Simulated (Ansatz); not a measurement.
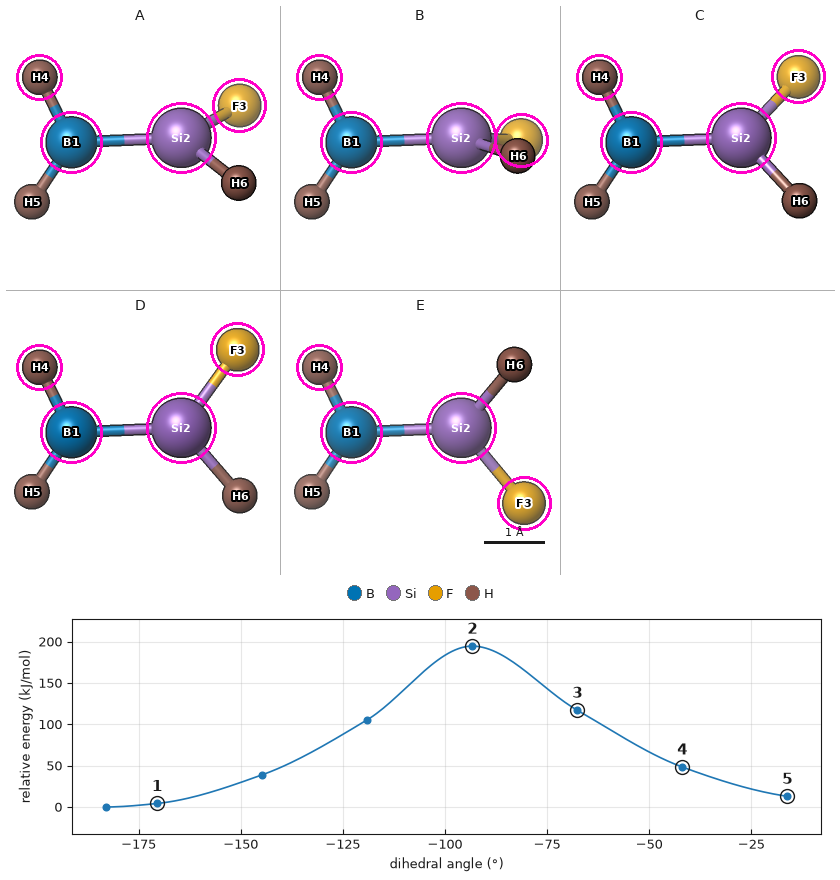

Energy scan for BSiH$_{3}$F (charge −1), in which the H4–B1–Si2–F3 dihedral angle is varied, with the rest of the molecule carried along rigidly. The frames are shuffled; the numbered points of the plot belong to them. Style: ball-and-stick. Shown face on. The ringed atoms are those of the scanned coordinate.

Single-point energies from Ansatz with wB97M-V in the def2-TZVPPD basis, on geometries moved rigidly from the minimum at PBE0-D4/def2-TZVPD. Energies are counted from the PBE0-D4/def2-TZVPD minimum geometry at the same level.

> Match the frames to the points.

Point 1 is frame E (the dihedral −170.5°, 4.2 kJ/mol); 2 is frame B (the dihedral −93.3°, 194.6 kJ/mol); 3 is frame A (the dihedral −67.6°, 117.1 kJ/mol); 4 is frame C (the dihedral −41.9°, 48.4 kJ/mol); 5 is frame D (the dihedral −16.2°, 12.9 kJ/mol). Of the computed points the lowest is at the dihedral −183.0°, 0.0 kJ/mol. A local maximum lies at −93.3° (194.6 kJ/mol). The highest point, at −93.3°, lies 194.6 kJ/mol above the lowest and gives an upper estimate of the barrier to rotation, since the rotor is rigid.
